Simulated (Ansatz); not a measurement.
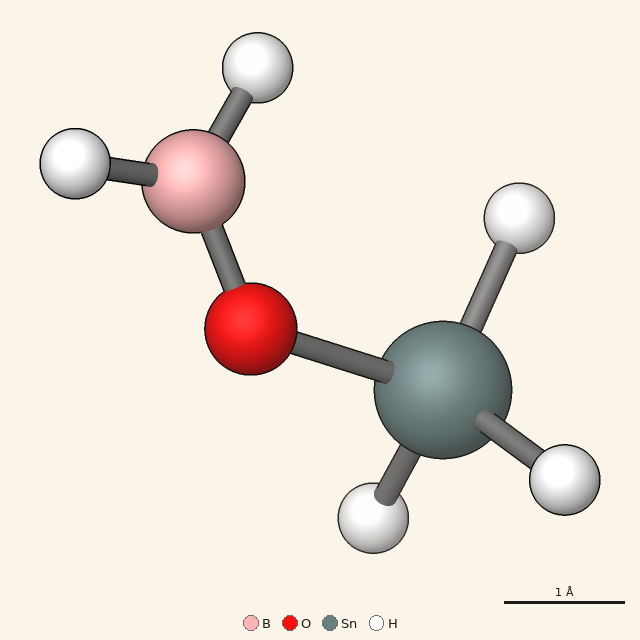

A ball-and-stick model of a molecule. Every bond is drawn as one stick, whatever its order.

Describe the molecule.

The molecule is BH5OSn. SMILES: `B[O][SnH3]`. Among its groups: B–H bond. Coordination: 1 B trigonal planar; 1 O bent; 1 Sn tetrahedral.

More results for the same structure follow; atom numbers are the same in all pictures, views and colours differ. Computed geometry: PBE0-D4/def2-TZVP optimisation. No frequency run is at hand to confirm it as a minimum.

## Shape

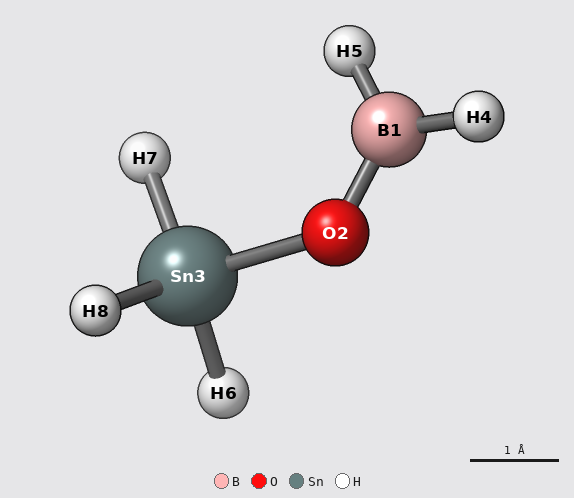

Atoms carry their numbers in the input. No frequency run is at hand to confirm it as a minimum.

Give the bond lengths.

| bond | length (Å) |
| --- | --- |
| B1–O2 | 1.337 |
| B1–H4 | 1.204 |
| B1–H5 | 1.211 |
| O2–Sn3 | 1.988 |
| Sn3–H6 | 1.700 |
| Sn3–H7 | 1.702 |
| Sn3–H8 | 1.700 |

## Electronic properties

No frequency run is at hand to confirm it as a minimum. Properties computed with RKS PBE0-D4/def2-TZVPP, core potentials on Sn (Ansatz 0.2.0).

Predict the main results.

- HOMO energy (Kohn–Sham orbital): −7.78 eV
- LUMO energy (Kohn–Sham orbital): −0.69 eV
- HOMO–LUMO gap: 7.09 eV
- dispersion correction: −10.5 kJ/mol

## Charges

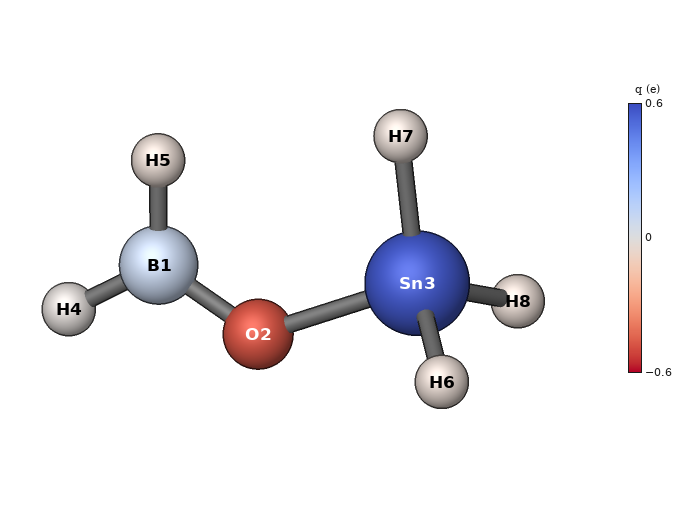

Atoms are coloured by their Mulliken charges. No frequency run is at hand to confirm it as a minimum. Method: RKS PBE0-D4/def2-TZVP, core potentials on Sn (Ansatz 0.2.0).

Give the Mulliken charges atom by atom.

| atom | value (e) |
| --- | --- |
| B1 | 0.08 |
| O2 | −0.47 |
| Sn3 | 0.56 |
| H4 | −0.02 |
| H5 | −0.04 |
| H6 | −0.04 |
| H7 | −0.04 |
| H8 | −0.04 |

## Dipole moment

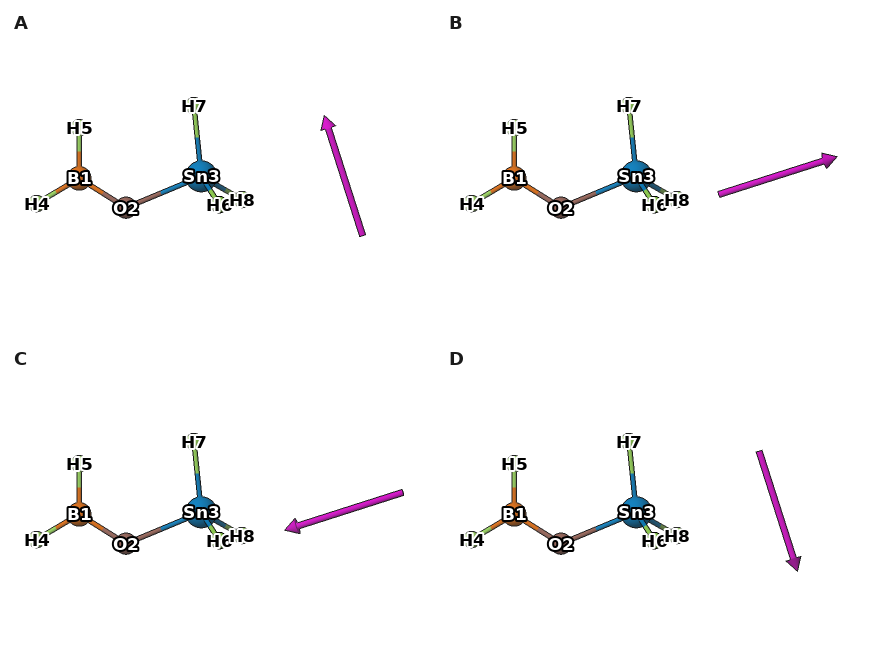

The same molecule four times, each with an arrow. No frequency run is at hand to confirm it as a minimum. Level of theory: RKS PBE0-D4/def2-TZVP, core potentials on Sn (Ansatz 0.2.0).

**Which arrow points along the dipole moment, from the negative to the positive end?**

B. The dipole moment is 2.63 D; it points from the side of H4 to the side of H6, H7, H8 (the outermost atoms at the two ends).

Mulliken values depend strongly on the basis set and can even reverse the polarity of a bond.
